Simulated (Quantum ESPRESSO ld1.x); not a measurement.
The erbium ion Er²⁺; electrons: [Xe] 4f12 (4f5/2: 6, 4f7/2: 6). Level of theory: Dirac Kohn-Sham, PW86 exchange with PBE correlation, spin-unpolarised, spherical densities, point nucleus. Computed with Quantum ESPRESSO ld1.x 7.5.

Wanted: the large and small radial components of the 4f5/2 spinor.

The spinor has κ = 3: the large component has l = 3 and 0 radial nodes, the small one has l = 2. The small component carries 0.064 % of the norm; ⟨r⟩ = 0.812 bohr and the eigenvalue is −17.8 eV.

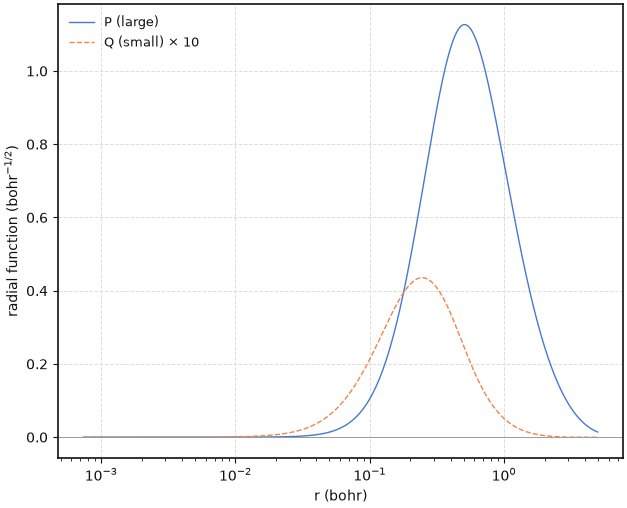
